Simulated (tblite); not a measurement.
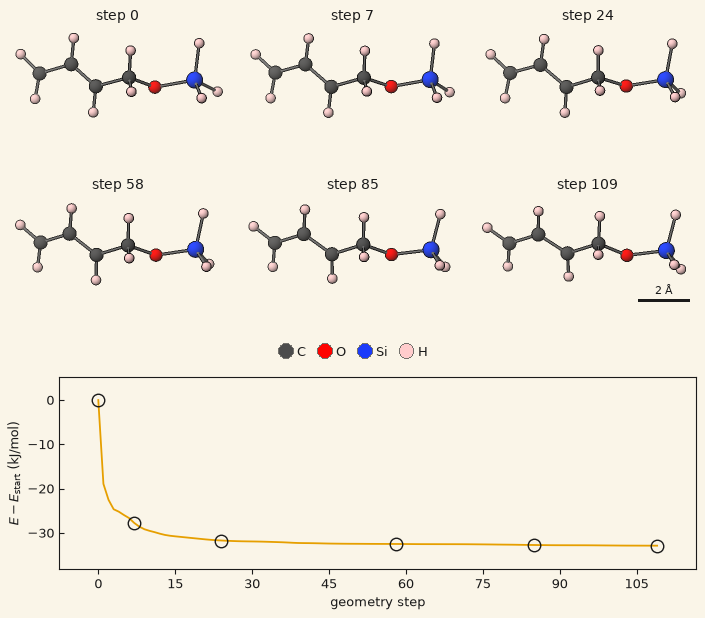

Frames of a relaxation of C₄H₉OSi (multiplicity 2), marked on the history of the run. The picture is a ball-and-stick view, seen at a tilt.

Method: GFN2-xTB geometry optimisation, gas phase (tblite). 

> What happens along the run?

The largest move after the best rigid fit is that of an H atom, 0.50 Å. By element the largest moves are H 0.50 Å, O 0.19 Å, C 0.18 Å, Si 0.12 Å. Near-neighbour distances that change, for instance: C–C 1.452 → 1.368 Å, C–C 1.328 → 1.379 Å, O–Si 1.667 → 1.618 Å, H–Si 1.487 → 1.452 Å. Among the angles between lasting bonds that change: C–O–Si 117.4° → 129.5°, O–Si–H 109.6° → 99.1°, C–C–H 122.0° → 117.4°. Groups turn about C–C by about 25°. The energy falls by 32.9 kJ/mol in 109 geometry steps. From step 0 to 7: an H atom moves most (0.12 Å), energy −27.7 kJ/mol. From step 7 to 24: an H atom moves most (0.17 Å), energy −3.98 kJ/mol. From step 24 to 58: H atoms move most (0.16 Å), energy −0.78 kJ/mol. From step 58 to 85: an H atom moves most (0.16 Å), energy −0.23 kJ/mol. From step 85 to 109: an H atom moves most (0.18 Å), energy −0.15 kJ/mol.

```
step  E − E(0), kJ/mol
   0              0.00
   1            -18.93
   2            -22.53
   3            -24.66
   4            -25.20
   5            -25.96
   6            -26.64
   7            -27.74
   8            -28.58
   9            -29.17
  10            -29.53
  15            -30.77
  20            -31.35
  26            -31.82
  31            -31.94
  36            -32.11
  41            -32.30
  46            -32.41
  52            -32.47
  57            -32.49
  62            -32.52
  67            -32.54
  73            -32.56
  78            -32.63
  83            -32.70
  88            -32.76
  93            -32.78
  99            -32.82
 104            -32.86
 109            -32.88
```
